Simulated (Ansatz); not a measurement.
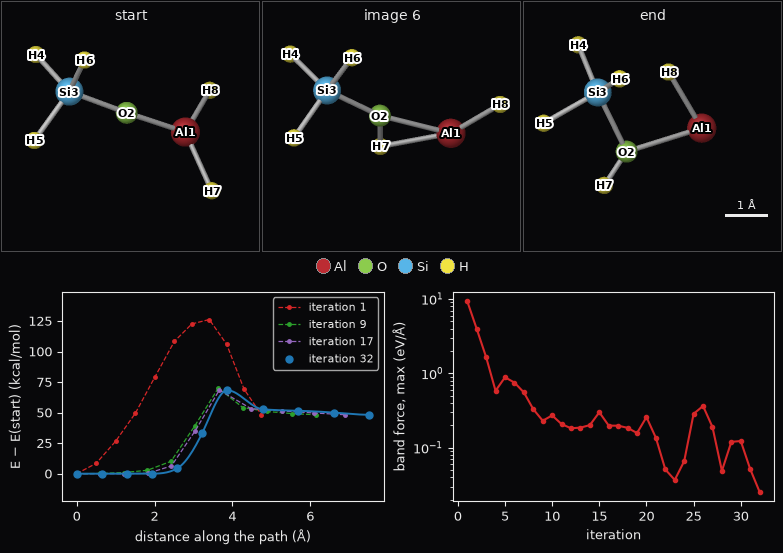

NEB run on AlSiH$_{5}$O. Images are numbered from 0 (start) to 10 (end). The plot follows the band through its iterations. The picture is a ball-and-stick view, seen at a tilt.

Level of theory: RKS BLYP-D4/def2-SVP (Ansatz 0.2.0). Settings: 9 movable images; climbing image; force threshold 0.05 eV/Å; iteration limit 60; starting path through a guess of the saddle point.

Judge this run.

The result is final at these settings. The band converged in 32 iterations. The largest component of the band force went from 9.3 to 0.026 eV/Å. The climbing image converged on the top of the path. Its vibrational analysis gives one imaginary mode (1328i cm⁻¹), as a transition state must have. The first iteration put the highest image at 126.2 kcal/mol. The energy climbs by 68.3 kcal/mol to image 6 and then falls by 20.0 kcal/mol, so the end point sits at +48.2 kcal/mol.

Cost: 8.8 min on 1 thread of Arm Neoverse V1, on a shared host, peak memory 0.15 GiB.
